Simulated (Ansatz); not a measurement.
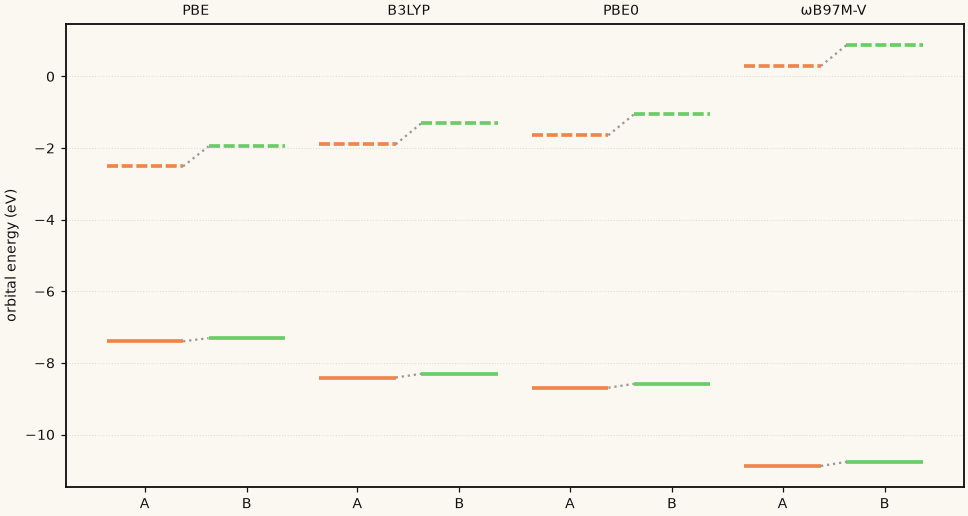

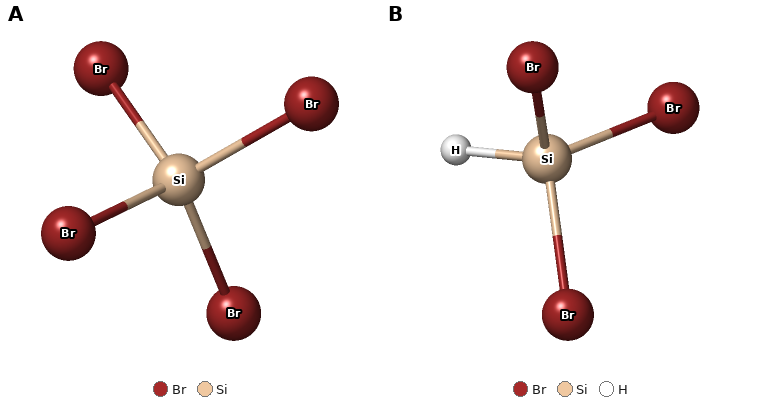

One change: A, SiBr₄ (SMILES Br[Si](Br)(Br)Br), becomes B, SiHBr₃ (SMILES Br[SiH](Br)Br). Br on Si is replaced by H. HOMO (solid) and LUMO (dashed) computed in def2-TZVPP at PBE0-D4/def2-TZVP geometries, both minima by their frequencies, gas phase, the Ansatz code. Empty levels above zero depend strongly on the basis.

Q: What does the change do to HOMO and LUMO?

A: PBE: the HOMO rises by 0.09 eV, the LUMO rises by 0.56 eV, and the separation goes from 4.89 to 5.36 eV. B3LYP: the HOMO rises by 0.10 eV, the LUMO rises by 0.59 eV, and the separation goes from 6.51 to 6.99 eV. PBE0: the HOMO rises by 0.11 eV, the LUMO rises by 0.58 eV, and the separation goes from 7.05 to 7.52 eV. ωB97M-V: the HOMO rises by 0.11 eV, the LUMO rises by 0.58 eV, and the separation goes from 11.17 to 11.64 eV.

Q: Do the functionals agree on the effect?

A: They agree on the direction for both levels; the HOMO shift lies between 0.09 and 0.11 eV and the LUMO shift between 0.56 and 0.59 eV, while the separations themselves differ by up to 6.3 eV between functionals.
